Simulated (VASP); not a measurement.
Band structure of CrO2 (rutile). Calculation: LDA (Ceperley-Alder, Perdew-Zunger), VASP's LDA PAW potentials (set 64) (plane waves; VASP).

The moments were started parallel, and other spin orders were not tried in this run.

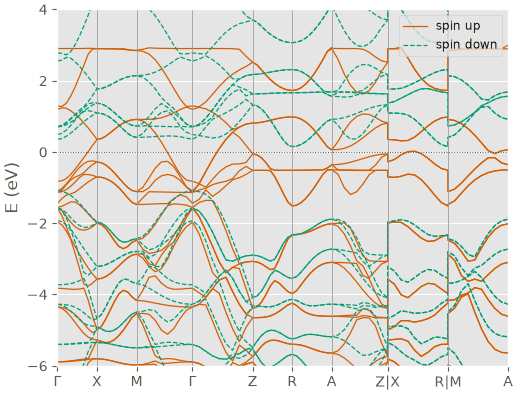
*Bands along high-symmetry lines, zero at the valence-band maximum or, without a gap, the Fermi level*

Problem. Read the plot: is there a gap, and where are the band edges?

Solution. It has no gap at this level: it comes out as a metal or semimetal. (Edges off the drawn lines would not show.)

The compound is CrO2 in the rutile structure. It was relaxed first.
